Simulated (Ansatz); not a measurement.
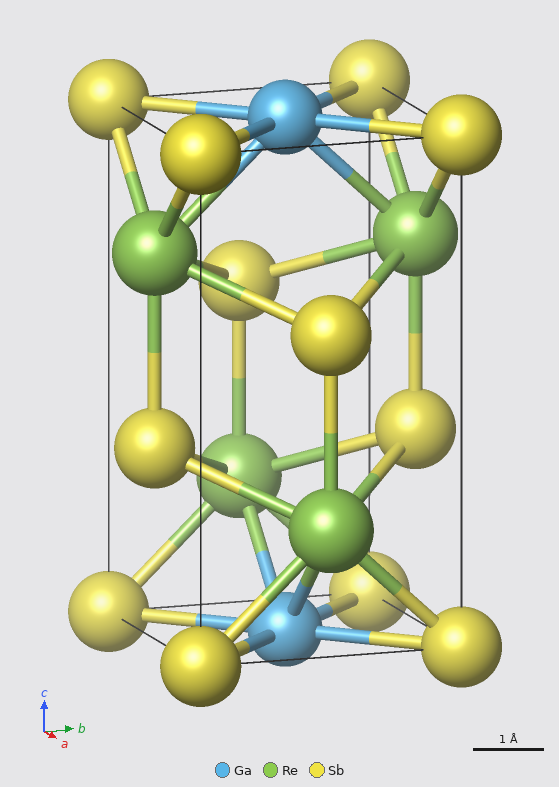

This ball-and-stick model is shown slightly off an axis. The box is the simulation cell; atoms on or close to its faces, edges and corners are drawn wherever they repeat.

```xyz
6
Lattice="3.9651 0.0000 0.0000 0.0000 3.9651 0.0000 0.0000 0.0000 7.5116" Properties=species:S:1:pos:R:3 pbc="T T T"
Ga    1.9826    1.9826    0.0000
Re    1.9826    0.0000    5.6600
Re    0.0000    1.9826    1.8516
Sb    1.9826    0.0000    2.8009
Sb    3.9651    1.9826    4.7107
Sb    3.9651    0.0000    7.5116
```

Level of theory and settings: DFT PBE, scalar-relativistic, plane waves, PAW in Ansatz, a 420 eV plane-wave basis, Brillouin-zone sampling on a 10×10×6 mesh, Gaussian smearing of 0.1 eV, no spin polarisation.

Question: What does a Bader analysis give?

Answer: Ga +0.34 e; Re -0.36 e; Sb +0.11 to +0.17 e.

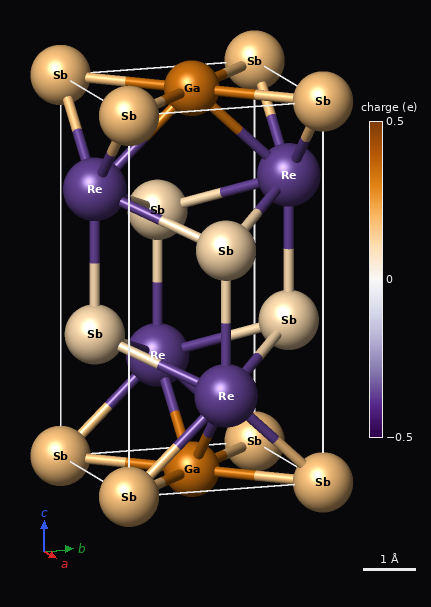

The atoms coloured by those charges.

Provenance: a structure type filled with these elements by a generator (whether the compound takes this form wasn't checked). Earlier steps of the study may have refined or changed the cell and positions. A calculation with Ansatz used it as input.
